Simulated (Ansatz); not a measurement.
# C4H7B (SMILES C#CB(C)C): levels of theory compared

Aim: a comparison of 6 runs (HF/STO-3G, HF/cc-pVDZ, CAM-B3LYP/cc-pVDZ, PBE0/cc-pVDZ, r2SCAN/cc-pVDZ, CCSD/cc-pVDZ) of C4H7B. 

The calculation is run with Ansatz 0.2.0.

33 further runs of the same task are left out: 33 set aside as unsound or not needed. Runs told in other sessions of the task aren't counted.

## 1. The system as given

C4H7B: 12 atoms, total charge 0, spin state singlet. As SMILES, `C#CB(C)C`. One bond was lengthened or shortened from a relaxed shape.

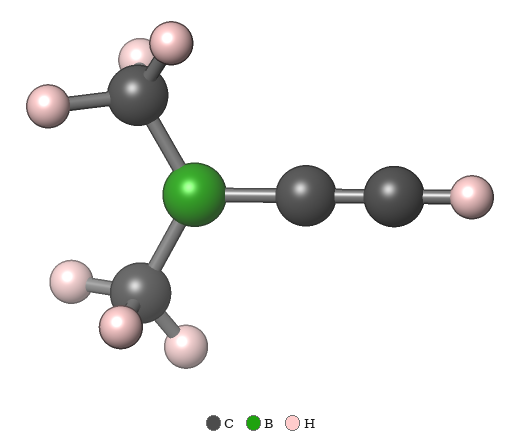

The structure, seen from a chosen angle (carbon dark grey, boron green, hydrogen pink).

## 2. A single-point energy at HF/STO-3G (run 1)

input.yaml reads:

```yaml
crystal:
  periodic: [false, false, false]
  atoms:
    - {symbol: C, position_ang: [-0.749695, 2.670307, 0.478051]}
    - {symbol: C, position_ang: [-0.445995, 1.521307, 0.260451]}
    - {symbol: B, position_ang: [-0.063895, 0.070507, -0.015649]}
    - {symbol: C, position_ang: [-0.753895, -1.067593, 0.805451]}
    - {symbol: C, position_ang: [1.006505, -0.240993, -1.112449]}
    - {symbol: H, position_ang: [-1.017895, 3.683607, 0.669851]}
    - {symbol: H, position_ang: [-0.078400, -2.125800, 0.854900]}
    - {symbol: H, position_ang: [-1.680295, -1.316793, 0.266051]}
    - {symbol: H, position_ang: [-1.058795, -0.771693, 1.810751]}
    - {symbol: H, position_ang: [1.982905, -0.219093, -0.604949]}
    - {symbol: H, position_ang: [1.060705, 0.501307, -1.910449]}
    - {symbol: H, position_ang: [0.906905, -1.242093, -1.538849]}
basis:
  gaussian:
    orbitals: STO-3G
magnetization:
  spin_polarized: false
  initial_magnetization: 0
hamiltonian:
  xc: hf
accuracy: high
output: {orbitals: {seedname: orbitals}}
```

The run is started by

```
$ ansatz run input.yaml --threads 1 --pin off --max-ram 2610MiB --events-out events.jsonl --progress --plain --runs-dir runs
```

What it wrote:

```text
Warning: RAYON_NUM_THREADS=1 ignored (pool sized by the plan → 1); use --threads N
Functional definition: HF
  name "HF"
  exchange = exact_x
  correlation = 0
656 factors; integrals over basis functions are off by at most 3.9e-9 eV
mean field evaluation 1: about -4842.0480 eV, gradient 1.7e1 eV
mean field evaluation 2: about -4842.1659 eV, gradient 1.7e1 eV
mean field evaluation 4: about -4843.3940 eV, gradient 1.9e0 eV
mean field evaluation 8: about -4843.4058 eV, gradient 7.7e-5 eV
mean field -4843.40500163 eV, -177.9918508321 hartree, gradient 1.1e-8 eV, S^2 0.000000; 0 other end points of the search recorded, 0 dependent functions left out
reference -4843.40500163 eV, -177.9918508321 hartree; 18, 18 occupied and 14, 14 virtual orbitals, 656 factors
Total energy: -4843.40500163 eV, -177.9918508321 hartree
```

It took 0.33 s on 1 thread of Arm Neoverse V2, shared host.

## 3. The energy at HF/cc-pVDZ (run 2)

molecule.yaml reads:

```yaml
crystal:
  periodic: [false, false, false]
  atoms:
    - {symbol: C, position_ang: [-0.749695, 2.670307, 0.478051]}
    - {symbol: C, position_ang: [-0.445995, 1.521307, 0.260451]}
    - {symbol: B, position_ang: [-0.063895, 0.070507, -0.015649]}
    - {symbol: C, position_ang: [-0.753895, -1.067593, 0.805451]}
    - {symbol: C, position_ang: [1.006505, -0.240993, -1.112449]}
    - {symbol: H, position_ang: [-1.017895, 3.683607, 0.669851]}
    - {symbol: H, position_ang: [-0.078400, -2.125800, 0.854900]}
    - {symbol: H, position_ang: [-1.680295, -1.316793, 0.266051]}
    - {symbol: H, position_ang: [-1.058795, -0.771693, 1.810751]}
    - {symbol: H, position_ang: [1.982905, -0.219093, -0.604949]}
    - {symbol: H, position_ang: [1.060705, 0.501307, -1.910449]}
    - {symbol: H, position_ang: [0.906905, -1.242093, -1.538849]}
basis:
  gaussian: {orbitals: cc-pVDZ}
hamiltonian: {xc: hf}
accuracy: high
output: {orbitals: {seedname: orbitals}}
```

The run is started by

```
$ ansatz run molecule.yaml --threads 1 --pin off --max-ram 2610MiB --events-out events.jsonl --progress --plain --runs-dir runs
```

What it wrote:

```text
Warning: RAYON_NUM_THREADS=1 ignored (pool sized by the plan → 1); use --threads N
[... 4 set-up lines as earlier in the session ...]
2487 factors; integrals over basis functions are off by at most 3.5e-9 eV
mean field evaluation 1: about -4899.7951 eV, gradient 3.3e1 eV
mean field evaluation 2: about -4899.9887 eV, gradient 3.3e1 eV
mean field evaluation 4: about -4903.2255 eV, gradient 4.3e0 eV
mean field evaluation 8: about -4903.2900 eV, gradient 2.7e-1 eV
mean field evaluation 16: about -4903.2908 eV, gradient 7.2e-9 eV
mean field -4903.29084779 eV, -180.1926150864 hartree, gradient 7.2e-9 eV, S^2 0.000000; 0 other end points of the search recorded, 0 dependent functions left out
reference -4903.29084779 eV, -180.1926150864 hartree; 18, 18 occupied and 87, 87 virtual orbitals, 2487 factors
Total energy: -4903.29084779 eV, -180.1926150864 hartree
```

Run time: 4.5 s. Hardware: 1 thread of Arm Neoverse V2, shared host; peak memory 0.32 GiB.

Run 3 isn't shown in full; the table further down has it.

## 4. A single-point energy at PBE0/cc-pVDZ (run 4)

run.yaml reads:

```yaml
basis:
  gaussian: {orbitals: cc-pVDZ}
crystal:
  periodic: [false, false, false]
  atoms:
    - {symbol: C, position_ang: [-0.749695, 2.670307, 0.478051]}
    - {symbol: C, position_ang: [-0.445995, 1.521307, 0.260451]}
    - {symbol: B, position_ang: [-0.063895, 0.070507, -0.015649]}
    - {symbol: C, position_ang: [-0.753895, -1.067593, 0.805451]}
    - {symbol: C, position_ang: [1.006505, -0.240993, -1.112449]}
    - {symbol: H, position_ang: [-1.017895, 3.683607, 0.669851]}
    - {symbol: H, position_ang: [-0.078400, -2.125800, 0.854900]}
    - {symbol: H, position_ang: [-1.680295, -1.316793, 0.266051]}
    - {symbol: H, position_ang: [-1.058795, -0.771693, 1.810751]}
    - {symbol: H, position_ang: [1.982905, -0.219093, -0.604949]}
    - {symbol: H, position_ang: [1.060705, 0.501307, -1.910449]}
    - {symbol: H, position_ang: [0.906905, -1.242093, -1.538849]}
hamiltonian: {xc: pbe0}
accuracy: high
output: {orbitals: {seedname: orbitals}}
```

The run is started by

```
$ ansatz run run.yaml --threads 1 --pin off --max-ram 2610MiB --events-out events.jsonl --progress --plain --runs-dir runs
```

What it wrote:

```text
Warning: RAYON_NUM_THREADS=1 ignored (pool sized by the plan → 1); use --threads N
Functional definition: PBE0
  name "PBE0"
  parameter a = 0.25
  parameter kappa = 0.804
  parameter beta = 0.06672455060314922
  exchange = (1 - a)*pbe_x(kappa = kappa, mu = beta*pi^2/3) + a*exact_x
  correlation = pbe_c(beta = beta)
2487 factors; integrals over basis functions are off by at most 3.5e-9 eV
mean field evaluation 1: about -4922.0149 eV, gradient 5.8e1 eV
mean field evaluation 2: about -4920.9898 eV, gradient 5.9e1 eV
mean field evaluation 4: about -4930.4724 eV, gradient 2.7e0 eV
mean field evaluation 8: about -4930.7395 eV, gradient 1.9e-1 eV
mean field evaluation 16: about -4930.7396 eV, gradient 4.2e-5 eV
mean field -4930.73956415 eV, -181.2013368073 hartree, gradient 6.8e-8 eV, S^2 0.000000; 0 other end points of the search recorded, 0 dependent functions left out
reference -4930.73956687 eV, -181.2013369073 hartree; 18, 18 occupied and 87, 87 virtual orbitals, 2487 factors
Total energy: -4930.73956687 eV, -181.2013369073 hartree
```

It took 11 s on 1 thread of Arm Neoverse V2, shared host; peak memory 0.37 GiB.

Run 5 isn't shown in full; the table further down has it.

## 5. The energy at CCSD/cc-pVDZ (run 6)

in.yaml reads:

```yaml
crystal:
  periodic: [false, false, false]
  atoms:
    - {symbol: C, position_ang: [-0.749695, 2.670307, 0.478051]}
    - {symbol: C, position_ang: [-0.445995, 1.521307, 0.260451]}
    - {symbol: B, position_ang: [-0.063895, 0.070507, -0.015649]}
    - {symbol: C, position_ang: [-0.753895, -1.067593, 0.805451]}
    - {symbol: C, position_ang: [1.006505, -0.240993, -1.112449]}
    - {symbol: H, position_ang: [-1.017895, 3.683607, 0.669851]}
    - {symbol: H, position_ang: [-0.078400, -2.125800, 0.854900]}
    - {symbol: H, position_ang: [-1.680295, -1.316793, 0.266051]}
    - {symbol: H, position_ang: [-1.058795, -0.771693, 1.810751]}
    - {symbol: H, position_ang: [1.982905, -0.219093, -0.604949]}
    - {symbol: H, position_ang: [1.060705, 0.501307, -1.910449]}
    - {symbol: H, position_ang: [0.906905, -1.242093, -1.538849]}
basis:
  gaussian:
    orbitals: cc-pVDZ
scf:
  omitted_lower_state_checks: [cluster_reference, increment]
correlation:
  method: ccsd
  frozen_orbitals: {B: 1, C: 1, H: 0}
accuracy: high
```

The run is started by

```
$ ansatz run in.yaml --threads 1 --pin off --max-ram 2610MiB --events-out events.jsonl --progress --plain --runs-dir runs
```

What it wrote:

```text
Warning: RAYON_NUM_THREADS=1 ignored (pool sized by the plan → 1); use --threads N
[... 12 lines left out ...]
5 core orbitals not correlated: weight in the atoms' cores, before any rotation towards them, 1.000 or more for the frozen orbitals, at most 0.000 for the correlated occupied ones
[... 24 lines left out ...]
Total energy: -4921.55253352 eV, -180.8637196589 hartree
Checks for a lower state left out: cluster_reference, increment
```

Wall time 37 s (1 thread of Arm Neoverse V2, shared host); peak memory 0.89 GiB.

## 6. All runs side by side

```
run              level  frozen core orbitals  energy (Eh)  HOMO energy (eV)  LUMO energy (eV)  HOMO–LUMO gap (eV)  wall time
  1          HF/STO-3G                     –  -177.991851             -8.74              5.96               14.70     0.33 s
  2         HF/cc-pVDZ                     –  -180.192615            -10.47              2.47               12.94      4.5 s
  3  CAM-B3LYP/cc-pVDZ                     –  -181.315026             -8.99             -0.11                8.87       11 s
  4       PBE0/cc-pVDZ                     –  -181.201337             -7.65             -1.29                6.35       11 s
  5     r2SCAN/cc-pVDZ                     –  -181.317483             -6.66             -1.97                4.68       16 s
  6       CCSD/cc-pVDZ                     5  -180.863720                 –                 –                   –       37 s
```

## 7. Results

```
                                          quantity          value
                               run 6: total energy  -180.86372 Eh
run 6: correlation energy (5 core orbitals frozen)     -671.1 mEh
                              run 6: T1 diagnostic          0.011
```

In words: Over runs 1, 2, 3, 4, 5 the HOMO–LUMO gap runs from 4.68 eV (r2SCAN/cc-pVDZ) to 14.70 eV (HF/STO-3G). The two ends differ in method and basis. Totals of different functionals can't be ranked against each other. In run 1 the basis is minimal, so the values are rough. All runs together took 80 s, the longest 37 s.
